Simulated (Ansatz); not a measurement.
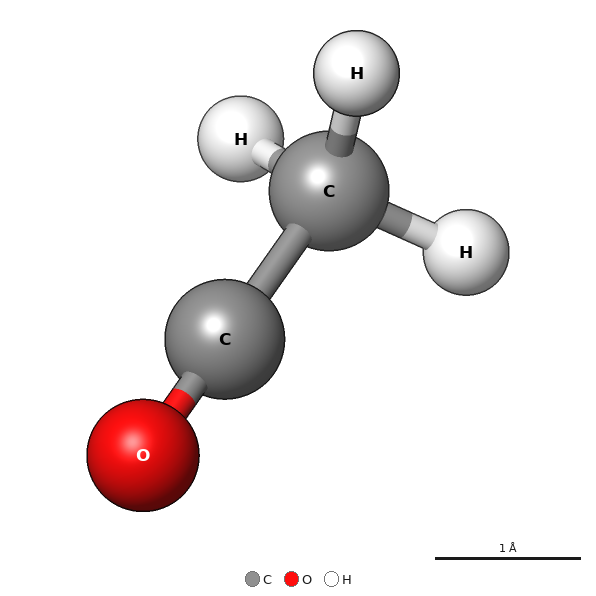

Rendered structure (ball-and-stick style). Every bond is drawn as one stick, whatever its order.

Charge +1, singlet. The geometry was computed by an optimisation with PBE0-D4/def2-TZVP.

**Which formula does it have?**

C2H3O(+), 6 atoms: 2 carbon, 3 hydrogen and 1 oxygen.

**What is the point group of this geometry?**

C3v.

**Write the SMILES.**

CC#[O+]

**How many sets of symmetry-equivalent atoms are there?**

4: 1 C, 1 C, 1 O, 3 H.

**Count the bonded pairs by element.**

3 C–H, 1 C–C, 1 C–O.

The parts below concern this one geometry. Atoms keep their numbers from picture to picture.

**Shape**

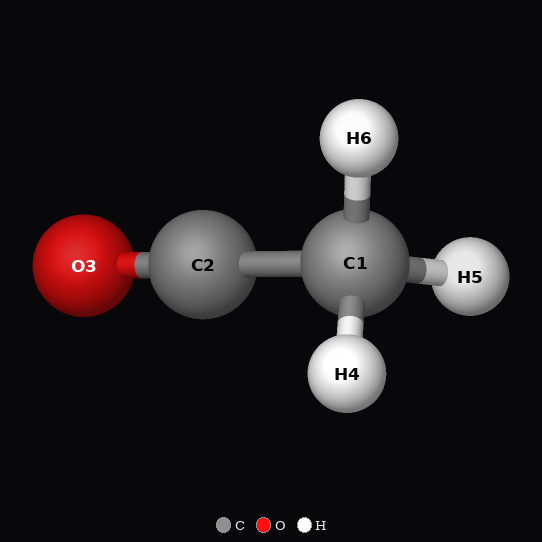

Numbered structure.

List the bonds and their lengths.

```
 bond  length (Å)   order
C1–C2       1.418  single
C1–H4       1.098  single
C1–H5       1.098  single
C1–H6       1.098  single
C2–O3       1.111  triple
```

**Charges**

The questions are on Mulliken charges. Method: RKS PBE-D4/def2-TZVPP (Ansatz 0.2.0).

List the Mulliken charges.

| atom | value (e) |
| --- | --- |
| C1 | −0.02 |
| C2 | 0.23 |
| O3 | 0.21 |
| H4 | 0.19 |
| H5 | 0.19 |
| H6 | 0.19 |

**Levels of theory compared**

Program: Ansatz 0.2.0.

At this fixed geometry, give HOMO energy (eV), HOMO–LUMO gap (eV) at these levels: B97M-V/def2-TZVPP; CAM-B3LYP-D4/def2-TZVPP; PBE-D4/def2-TZVPP; PBE0-D4/def2-TZVPP; SPW92 (LDA)/def2-TZVPP; revPBE-D4/def2-TZVPP; ωB97M-V/def2-QZVPP.

| level | HOMO energy (eV) | HOMO–LUMO gap (eV) |
| --- | --- | --- |
| B97M-V/def2-TZVPP | −18.06 | 9.06 |
| CAM-B3LYP-D4/def2-TZVPP | −20.61 | 13.61 |
| PBE-D4/def2-TZVPP | −17.63 | 8.20 |
| PBE0-D4/def2-TZVPP | −19.17 | 10.94 |
| SPW92 (LDA)/def2-TZVPP | −17.70 | 8.08 |
| revPBE-D4/def2-TZVPP | −17.60 | 8.24 |
| ωB97M-V/def2-QZVPP | −21.47 | 15.65 |

**Vibrations**

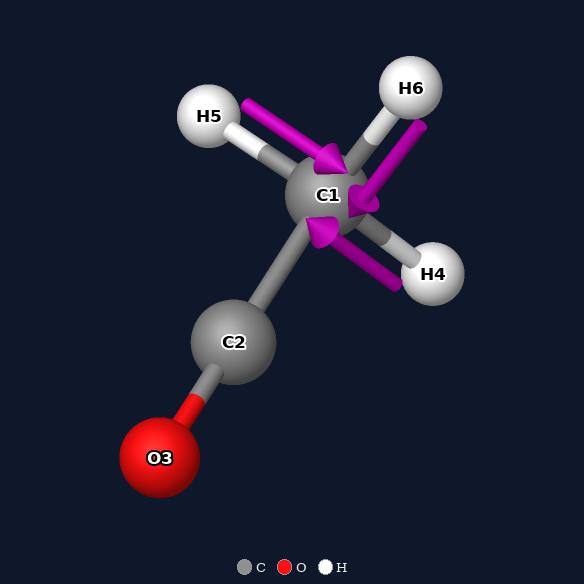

The arrows show one normal mode. Harmonic vibrations computed with RKS PBE0-D4/def2-TZVP (Ansatz 0.2.0) at a stationary point of the same level.

**What kind of motion is it?**

Mostly in-phase stretching of 3 C–H bonds.

**At what wavenumber does it lie?**

3017 cm⁻¹; it is mode 10 of 12 counted from the lowest.

Mulliken values depend strongly on the basis set and can even reverse the polarity of a bond.
